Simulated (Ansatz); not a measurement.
# SiMe2 (C2H6Si): structure and electronic state

What does SiMe2 (C2H6Si) look like as a singlet, and where do its frontier electrons sit?

Method: RKS PBE0-D4/def2-TZVP; program: Ansatz 0.2.0, Gaussian basis.

Levels to be run: relaxation at B3LYP-D4/def2-TZVP; a search for the lowest solution at PBE0-D4/def2-SVP; a single point at PBE0-D4/def2-TZVP.

### Step 1. Starting geometry

9 atoms, charge 0, spin multiplicity 1.

Atoms are counted from 1 here; the program's logs count them from 0.

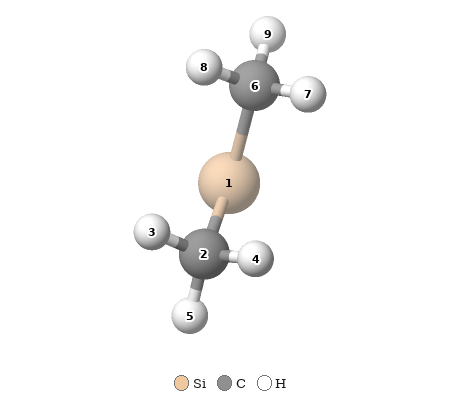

The starting geometry (silicon light orange, carbon grey, hydrogen white); atoms are numbered from 1 in the order of the file.

Coordinates:

```
Si   -0.00134    0.01145   -1.28874
C     1.46187   -0.01591   -0.03686
H     1.44530   -0.92037    0.57230
H     1.42398    0.83626    0.64274
H     2.42599    0.01541   -0.54103
C    -1.46192    0.01587   -0.03336
H    -1.45522    0.91955    0.57705
H    -1.41268   -0.83671    0.64478
H    -2.42597   -0.02556   -0.53687
```

The start is a GFN2-xTB geometry.

### Step 2. Relaxation at B3LYP-D4/def2-TZVP

in.yaml reads:

```yaml
crystal:
  periodic: [false, false, false]
  atoms:
    - {symbol: Si, position_ang: [-0.001340, 0.011450, -1.288740]}
    - {symbol: C, position_ang: [1.461870, -0.015910, -0.036860]}
    - {symbol: H, position_ang: [1.445300, -0.920370, 0.572300]}
    - {symbol: H, position_ang: [1.423980, 0.836260, 0.642740]}
    - {symbol: H, position_ang: [2.425990, 0.015410, -0.541030]}
    - {symbol: C, position_ang: [-1.461920, 0.015870, -0.033360]}
    - {symbol: H, position_ang: [-1.455220, 0.919550, 0.577050]}
    - {symbol: H, position_ang: [-1.412680, -0.836710, 0.644780]}
    - {symbol: H, position_ang: [-2.425970, -0.025560, -0.536870]}
basis:
  gaussian: {orbitals: def2-TZVP}
hamiltonian: {xc: {name: B3LYP}, dispersion: d4}
scf: {lower_state_search: "off"}
output: {orbitals: {seedname: orbitals}}
relax: {f_tol: 0.02, max_steps: 100}
```

Started as:

```
$ ansatz run in.yaml --threads 4 --pin off --events-out ev --progress --plain --max-ram 3916MiB
```

Standard output (excerpt; [...] marks lines left out):

```text
Functional definition: B3LYP
  name "B3LYP"
  cite "Stephens, Devlin, Chabalowski & Frisch, J. Phys. Chem. 98, 11623 (1994) doi:10.1021/j100096a001"
  cite "Becke, Phys. Rev. A 38, 3098 (1988) doi:10.1103/PhysRevA.38.3098"
  cite "Lee, Yang & Parr, Phys. Rev. B 37, 785 (1988) doi:10.1103/PhysRevB.37.785"
  cite "Vosko, Wilk & Nusair, Can. J. Phys. 58, 1200 (1980) doi:10.1139/p80-159"
[...]
885 factors; their error is unknown
[...]
mean field -10050.01097932 eV, -369.3310913480 hartree, gradient 1.2e-6 eV, S^2 0.000000; 0 other end points of the search recorded, 0 dependent functions left out
[...]
reference -10050.01123587 eV, -369.3311007761 hartree; 16, 16 occupied and 119, 119 virtual orbitals, 885 factors
relax step   1: F+E_penalty+E_count = -10050.25486688 eV  Δ(F+E_penalty+E_count) = +0.000e0 eV  max|allowed force component| = 4.010e-1 eV/Å  Δτ_max = 0.0000 Å  (17 SCF iters, accepted)
[...]
relax step   3: F+E_penalty+E_count = -10050.27109260 eV  Δ(F+E_penalty+E_count) = -1.744e-3 eV  max|allowed force component| = 5.730e-2 eV/Å  Δτ_max = 0.0176 Å  (19 SCF iters, accepted)
[...]
relax step   4: F+E_penalty+E_count = -10050.27154386 eV  Δ(F+E_penalty+E_count) = -4.513e-4 eV  max|allowed force component| = 7.483e-3 eV/Å  Δτ_max = 0.0084 Å  (19 SCF iters, accepted)
Total energy: -10050.27179727 eV, -369.3406762309 hartree
Atom 0 at    -0.001246     0.008972    -1.302597 Å, force    -0.000053    -0.000647     0.000506 eV/Å
Atom 1 at     1.434431    -0.012391    -0.048198 Å, force     0.003901     0.007476     0.003888 eV/Å
Atom 2 at     1.376996    -0.921292     0.564191 Å, force     0.002808    -0.000662    -0.004758 eV/Å
Atom 3 at     1.351697     0.831412     0.647624 Å, force     0.003616    -0.004570    -0.002169 eV/Å
Atom 4 at     2.417123     0.021269    -0.519094 Å, force     0.007483    -0.001158     0.002768 eV/Å
Atom 5 at    -1.434415     0.011119    -0.045170 Å, force    -0.003972    -0.005565     0.003886 eV/Å
Atom 6 at    -1.381147     0.919804     0.568304 Å, force    -0.002842     0.000163    -0.004527 eV/Å
Atom 7 at    -1.345617    -0.832915     0.649297 Å, force    -0.003527     0.004111    -0.002305 eV/Å
Atom 8 at    -2.417813    -0.025989    -0.514347 Å, force    -0.007414     0.000852     0.002711 eV/Å
Dipole moment:     0.000230    -0.001947     0.254725 e Å
Checks for a lower state left out: stability, starts, cluster_reference, orbital_swaps, neighbouring_geometries, increment
```

It took 3.5 s on 4 threads of Arm Neoverse V1, shared host.

The steps of the relaxation:

```csv
step,energy from step 1 (eV),largest force component (eV/Å)
1,0.0000,0.4010
2,-0.0145,0.2100
3,-0.0162,0.0573
4,-0.0167,0.0075
```

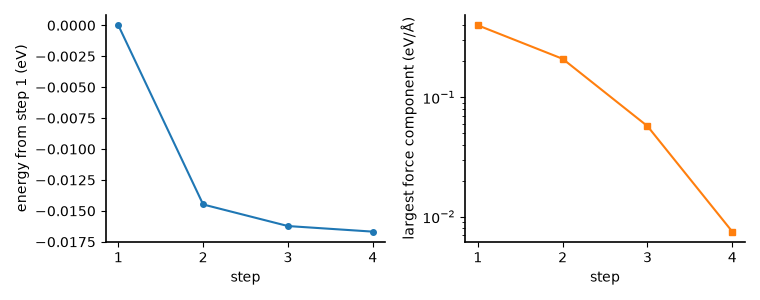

Energy and force, step by step.

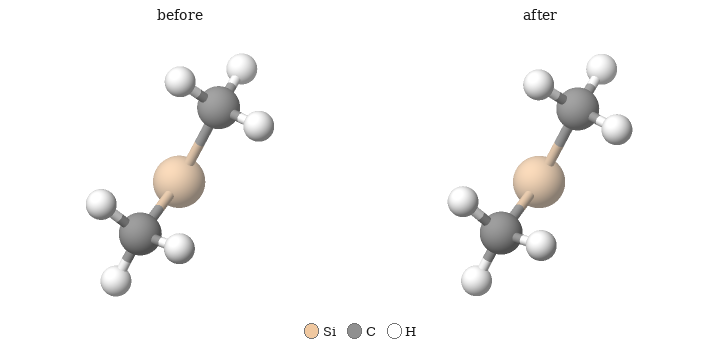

Before and after, at one scale.

Distances of close pairs at the start and the end, largest changes first:

```csv
bond,before (Å),after (Å),change (Å)
Si1–C6,1.926,1.907,-0.019
Si1–C2,1.926,1.907,-0.019
C6–H7,1.091,1.098,+0.007
C2–H3,1.091,1.097,+0.007
C2–H4,1.091,1.097,+0.006
C6–H8,1.091,1.097,+0.006
C6–H9,1.088,1.090,+0.002
C2–H5,1.088,1.090,+0.002
```

Bonds by kind at the end (by distance):

```csv
bond,count,shortest (Å),longest (Å)
C–Si,2,1.907,1.907
C–H,6,1.090,1.098
```

### Step 3. Searching for the lowest solution, PBE0-D4/def2-SVP

start.molden holds the orbitals of an earlier run on this state, given as this run's starting guess.

in.yaml reads:

```yaml
crystal:
  periodic: [false, false, false]
  atoms:
    - {symbol: Si, position_ang: [-0.001246, 0.008972, -1.302597]}
    - {symbol: C, position_ang: [1.434431, -0.012391, -0.048198]}
    - {symbol: H, position_ang: [1.376996, -0.921292, 0.564191]}
    - {symbol: H, position_ang: [1.351697, 0.831412, 0.647624]}
    - {symbol: H, position_ang: [2.417123, 0.021269, -0.519094]}
    - {symbol: C, position_ang: [-1.434415, 0.011119, -0.045170]}
    - {symbol: H, position_ang: [-1.381147, 0.919804, 0.568304]}
    - {symbol: H, position_ang: [-1.345617, -0.832915, 0.649297]}
    - {symbol: H, position_ang: [-2.417813, -0.025989, -0.514347]}
basis:
  gaussian: {orbitals: def2-SVP, initial_orbitals: start.molden}
hamiltonian: {xc: pbe0, dispersion: d4}
output: {orbitals: {seedname: orbitals}}
```

The command is unchanged.

Standard output:

```text
Functional definition: PBE0
  name "PBE0"
  cite "Adamo & Barone, J. Chem. Phys. 110, 6158 (1999) doi:10.1063/1.478522"
  cite "Perdew, Burke & Ernzerhof, Phys. Rev. Lett. 77, 3865 (1996) doi:10.1103/PhysRevLett.77.3865"
  parent pbe
  parameter a = 0.25
  parameter kappa = 0.804
  parameter beta = 0.06672455060314922
  exchange = (1 - a)*pbe_x(kappa = kappa, mu = beta*pi^2/3) + a*exact_x
  correlation = pbe_c(beta = beta)
860 factors; their error is unknown
mean field evaluation 1: about -10037.8818 eV, gradient 5.1e0 eV
mean field evaluation 2: about -10037.9463 eV, gradient 6.2e-2 eV
mean field evaluation 4: about -10037.9971 eV, gradient 1.0e-4 eV
mean field evaluation 8: about -10029.8005 eV, gradient 5.7e1 eV
mean field evaluation 16: about -10037.9971 eV, gradient 2.1e-2 eV
mean field -10037.99713212 eV, -368.8895906066 hartree, gradient 1.1e-5 eV, S^2 0.000000; 1 other end points of the search recorded, 0 dependent functions left out
reference -10037.99715677 eV, -368.8895915125 hartree; 16, 16 occupied and 60, 60 virtual orbitals, 860 factors
Total energy: -10038.12376421 eV, -368.8942442501 hartree
```

It took 0.7 s on 4 threads of Arm Neoverse V1, shared host.

HOMO -5.88 eV, LUMO -2.09 eV.

### Step 4. Single point, PBE0-D4/def2-TZVP

in.yaml: that of step 3 with these lines changed.

```diff
@@ -13,4 +13,5 @@
 basis:
-  gaussian: {orbitals: def2-SVP, initial_orbitals: start.molden}
+  gaussian: {orbitals: def2-TZVP, initial_orbitals: start.molden}
 hamiltonian: {xc: pbe0, dispersion: d4}
+scf: {omitted_lower_state_checks: [starts]}
 output: {orbitals: {seedname: orbitals}}
```

The command is unchanged.

Standard output:

```text
Functional definition: PBE0
  name "PBE0"
  cite "Adamo & Barone, J. Chem. Phys. 110, 6158 (1999) doi:10.1063/1.478522"
  cite "Perdew, Burke & Ernzerhof, Phys. Rev. Lett. 77, 3865 (1996) doi:10.1103/PhysRevLett.77.3865"
  parent pbe
  parameter a = 0.25
  parameter kappa = 0.804
  parameter beta = 0.06672455060314922
  exchange = (1 - a)*pbe_x(kappa = kappa, mu = beta*pi^2/3) + a*exact_x
  correlation = pbe_c(beta = beta)
these checks for a lower state are left out or cut short: starts
892 factors; their error is unknown
mean field evaluation 1: about -10041.4694 eV, gradient 8.9e1 eV
mean field evaluation 2: about -10043.0696 eV, gradient 1.8e0 eV
mean field evaluation 4: about -10043.1038 eV, gradient 2.9e-1 eV
mean field evaluation 8: about -10043.1039 eV, gradient 1.4e-5 eV
mean field -10043.10391341 eV, -369.0772613575 hartree, gradient 1.4e-5 eV, S^2 0.000000; 0 other end points of the search recorded, 0 dependent functions left out
reference -10043.10394229 eV, -369.0772624189 hartree; 16, 16 occupied and 119, 119 virtual orbitals, 892 factors
Total energy: -10043.23054973 eV, -369.0819151565 hartree
Checks for a lower state left out: starts
```

Wall time 0.9 s (4 threads of Arm Neoverse V1, shared host).

From the report: HOMO -5.93 eV, LUMO -2.13 eV.

Mulliken charges, from this run's orbitals:

```csv
atom,value (e)
Si1,0.19
C2,-0.50
H3,0.13
H4,0.13
H5,0.14
C6,-0.50
H7,0.13
H8,0.13
H9,0.14
```

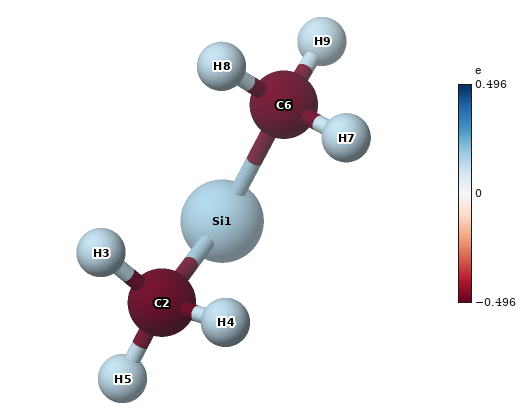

Mulliken charges, from this run's orbitals, as colours on the atoms.

Largest Mayer bond orders: C2–H5 0.96; C6–H9 0.96; Si1–C2 0.94; Si1–C6 0.94; C2–H4 0.93; C6–H8 0.93; C2–H3 0.93; C6–H7 0.93.

### Step 5. Results

| quantity | value |
| --- | --- |
| point group | C2v |
| commonest bond, hydrogen aside | C–Si, 2 of mean length 1.907 Å |
| HOMO, LUMO at PBE0-D4/def2-TZVP | -5.93, -2.13 eV |
| dipole at B3LYP-D4/def2-TZVP | 1.22 D |

**Reading.** The molecule keeps its bonding pattern by the stored test; the atoms moved 0.05 Å (rms). No usable vibrations, so a minimum isn't proven.
